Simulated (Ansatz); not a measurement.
Consider this structure, Br.

Space group Cmce (No. 64). a = 6.647 Å, b = 3.927 Å, c = 8.415 Å, α = 90.00°, β = 90.00°, γ = 90.00°
```tsv
atom	site	symmetry	x	y	z
Br	8f	m..	0.5000	0.6620	0.1209
```

Basis of the simulation: the input geometry of an electronic-structure calculation (not necessarily at equilibrium).

**Predict the first 2 clear peaks of the X-ray G(r) with σ = 0.15 Å, and name the atom pairs.**

1. 2.39 Å: Br–Br at 2.40 Å
2. 2.93 Å: Br–Br at 2.93 Å

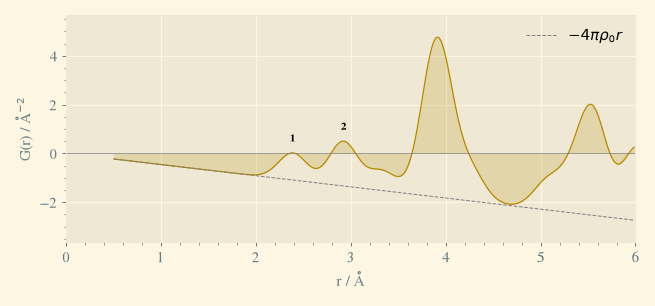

Simulated X-ray pair distribution function, G(r) = R(r)/r − 4πρ₀r, summed over the atomic distances of the structure with each pair weighted by the product of the atomic numbers (X-ray weights at Q = 0); every distance is a Gaussian of σ = 0.15 Å.
